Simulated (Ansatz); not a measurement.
# GeH3N: energy of protonation at one site

Wanted for GeH3N: the energy of protonation at one site. SMILES: [NH2][GeH].

Computed with Ansatz 0.2.0, driven from Python. Level of theory: MP2/def2-SVP.

### Step 1. The structure

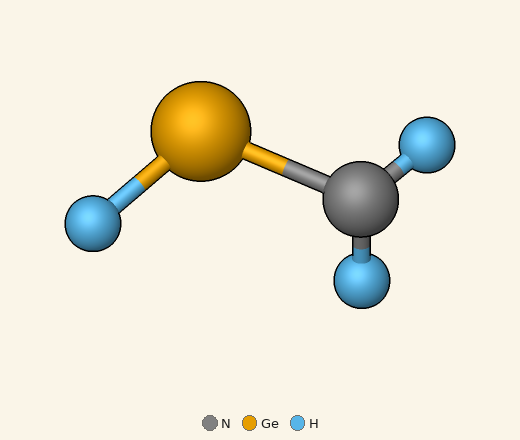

The structure that the script starts from, seen from a chosen angle (nitrogen grey, germanium amber, hydrogen blue).

The script holds or builds the structure itself.

### Step 2. The script

Contents of geh3n_pa.py:

```python
'''Proton affinity of GeH3N at one site.'''

from dataclasses import dataclass
import warnings

import ansatz as az
import numpy as np


@dataclass(frozen=True)
class Options:
    basis: str = 'def2-SVP'
    level: str = 'mp2'
    charge: int = 1
    fmax: float = 0.01


settings = Options()

warnings.simplefilter('ignore', az.DeckWarning)

mol = (
    az.Crystal.molecule()
    .atom('N', [-0.2816, -0.6584, 0.3665])
    .atom('Ge', [0.8546, 0.7716, -0.0165])
    .atom('H', [0.2151, -1.4659, 0.5063])
    .atom('H', [-0.8008, -0.7729, -0.5236])
    .atom('H', [0.0627, 2.0519, -0.374])
)

calc = (
    mol.calculation()
    .basis(gaussian=settings.basis)
    .correlation(settings.level, electrons='valence')
    .accuracy('medium')
)
symbols = [site.symbol for site in mol.cartesian_sites]
start = np.array([site.position_ang for site in mol.cartesian_sites], dtype=float)
summary = calc.relax(force_tolerance=0.01).run(threads=1, pin='off').report
end = np.array(summary['positions_ang'])

# start the new hydrogen opposite the existing bonds
away = sum((end[0] - end[j]) / np.linalg.norm(end[0] - end[j]) for j in [1, 2, 3]) + np.array([0.15, 0.1, -0.2])
proton = end[0] + 1.0 * away / np.linalg.norm(away)
acid = az.Crystal.molecule()
for symbol, place in zip(symbols, end):
    acid = acid.atom(symbol, place.tolist())
acid = acid.atom('H', proton.tolist())
protonated = (
    acid.calculation()
    .basis(gaussian=settings.basis)
    .correlation(settings.level, electrons='valence')
    .accuracy('medium')
    .charge(settings.charge)
    .relax(force_tolerance=settings.fmax, max_steps=80)
)
after = protonated.run(threads=1, pin='off').report
xyz = np.array(after['positions_ang'])
reach = np.linalg.norm(xyz[:-1] - xyz[-1], axis=1)
print(f'base {summary["free_energy_ev"]:.5f} eV, protonated {after["free_energy_ev"]:.5f} eV')
print(f'the proton ends {reach.min():.3f} A from {symbols[reach.argmin()]}{reach.argmin()}')
print(f'electronic proton affinity {(summary["free_energy_ev"] - after["free_energy_ev"]):.3f} eV')
```

### Step 3. Launch

Launch:

```bash
> python geh3n_pa.py
```

Log:

```text
base -58004.76353 eV, protonated -58014.07531 eV
the proton ends 1.029 A from N0
electronic proton affinity 9.312 eV
```

Run time: 29 s. Hardware: 1 thread of Arm Neoverse V1, shared host; peak memory 0.21 GiB.

### Step 4. What the script built

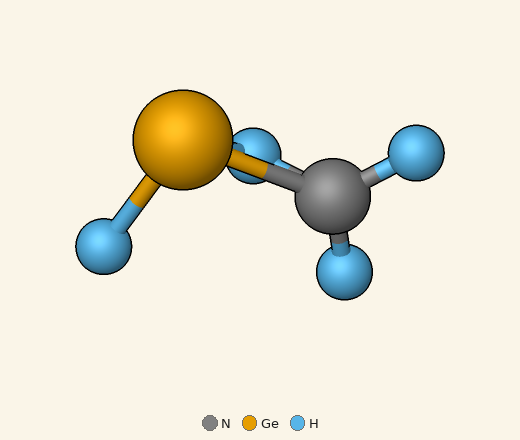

The system of run 2 as the script built it (6 atoms; nitrogen grey, germanium amber, hydrogen blue).

### Step 5. The engine's runs

The 2 runs, in the order started:

```csv
run,system,energy (eV),SCF cycles in all,CPU time (s)
1,GeH3N,-58004.7635,121,15
2,"GeH4N, charge +1",-58014.0753,108,14
```

Totals carry meaning only in balanced differences at one level of theory.

### Step 6. Path of the relaxation of run 1

Relaxation path:

| step | E - E(step 1) (eV) | largest force component (eV/Å) |
| --- | --- | --- |
| 1 | 0.0000 | 3.7006 |
| 2 | -0.5452 | 1.2481 |
| 3 | -0.6728 | 1.3692 |
| 4 | -0.7420 | 1.0473 |
| 5 | -0.8253 | 1.5290 |
| 6 | -0.8525 | 0.6711 |
| 7 | -0.8165 | 0.5206 |
| 8 | -0.8817 | 0.1160 |
| 9 | -0.8821 | 0.0266 |
| 10 | -0.8821 | 0.0163 |
| 11 | -0.8821 | 0.0006 |

Step 1 is the start. Step 7 was tried and not accepted.

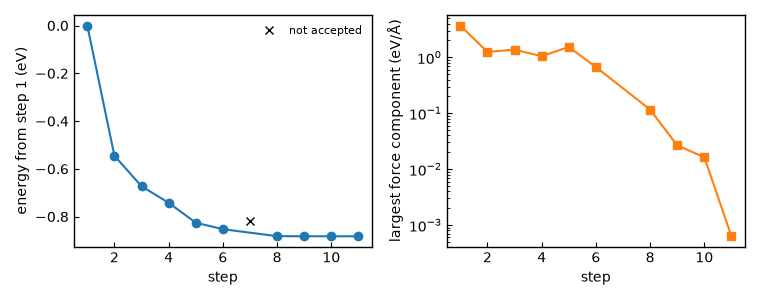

Energy and largest force along the relaxation.

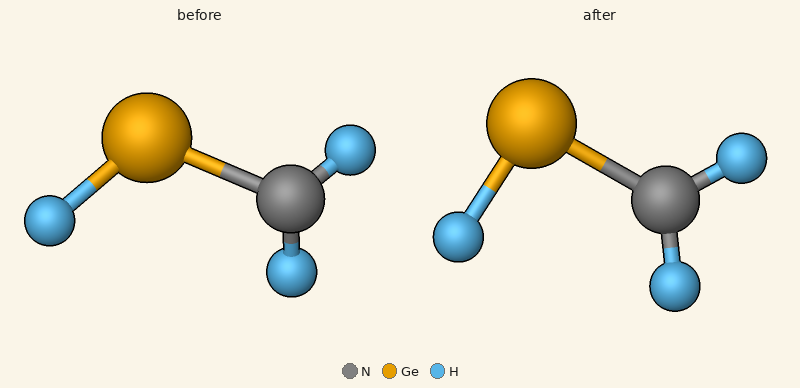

The structure before (left) and after (right) the relaxation, drawn at the same scale.

Before: Bond lengths: N1–Ge2 1.866 Å, N1–H3 0.958 Å, N1–H4 1.037 Å, Ge2–H5 1.547 Å. Angles: N1–Ge2–H5 111.7°, Ge2–N1–H3 111.1°, Ge2–N1–H4 102.3°, H3–N1–H4 107.0°.

After: Bond lengths: N1–Ge2 1.810 Å, N1–H3 1.015 Å, N1–H4 1.015 Å, Ge2–H5 1.580 Å. Angles: N1–Ge2–H5 93.2°, Ge2–N1–H3 121.7°, Ge2–N1–H4 125.8°, H3–N1–H4 112.5°.

### Step 7. The relaxation of run 2, step by step

Step by step:

| step | energy from step 1 (eV) | largest force component (eV/Å) |
| --- | --- | --- |
| 1 | 0.0000 | 12.0089 |
| 2 | -2.4771 | 5.6339 |
| 3 | -4.0061 | 2.8583 |
| 4 | -4.6842 | 1.4481 |
| 5 | -5.0615 | 1.0674 |
| 6 | -5.2432 | 0.6068 |
| 7 | -5.2974 | 0.1368 |
| 8 | -5.3004 | 0.0256 |
| 9 | -5.3007 | 0.0049 |

Step 1 is the start.

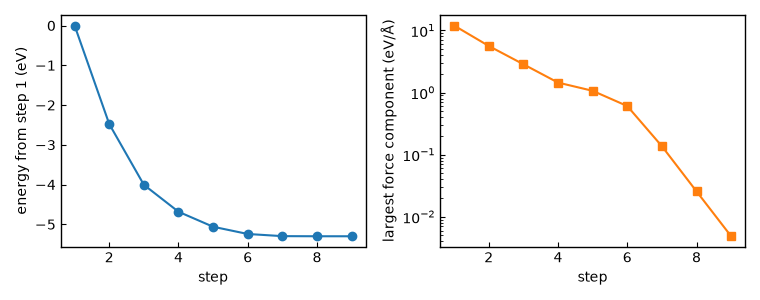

Energy and largest force along the relaxation.

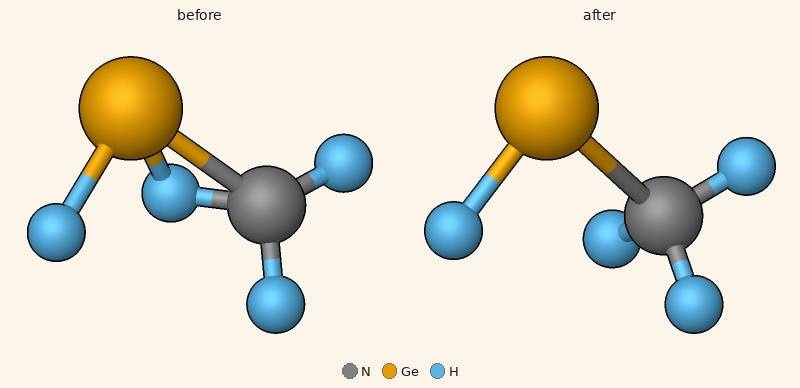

Before and after, at one scale.

Before: Bond lengths: N1–Ge2 1.810 Å, N1–H3 1.015 Å, N1–H4 1.015 Å, Ge2–H5 1.580 Å, N1–H6 1.000 Å, Ge2–H6 1.258 Å. Angles: N1–Ge2–H5 93.2°, N1–Ge2–H6 32.1°, H5–Ge2–H6 81.0°, Ge2–N1–H3 121.7°, Ge2–N1–H4 125.8°, Ge2–N1–H6 41.9°, H3–N1–H4 112.5°, H3–N1–H6 127.6°, H4–N1–H6 103.1°, N1–H6–Ge2 106.0°.

After: Bond lengths: N1–Ge2 2.125 Å, N1–H3 1.026 Å, N1–H4 1.029 Å, Ge2–H5 1.565 Å, N1–H6 1.029 Å. Angles: N1–Ge2–H5 86.8°, Ge2–N1–H3 113.4°, Ge2–N1–H4 112.2°, Ge2–N1–H6 111.9°, H3–N1–H4 106.9°, H3–N1–H6 106.8°, H4–N1–H6 105.2°.

### Step 8. What came out

| quantity | value |
| --- | --- |
| electronic proton affinity | 9.312 eV |
| runs compared | 2 |
| moves of the relaxation of run 1 | 9 |
| energy gained in run 1 | 0.882 eV |
| last largest force component of run 1 | 0.0006 eV/Å |
| moves of the relaxation of run 2 | 8 |
| energy gained in run 2 | 5.301 eV |
| last largest force component of run 2 | 0.0049 eV/Å |

In words: Run 1: After 9 moves the largest shift is 0.340 Å, of atom 1 (N). Run 2: After 8 moves the largest shift is 0.925 Å, of atom 6 (H). So large a move can change the bonding: the results belong to the relaxed structure. The proton is put on one chosen atom, which needn't be the most basic site, so the molecule's proton affinity can be higher; the ends are stationary points, not checked by frequencies, and zero-point and thermal terms count only where printed.
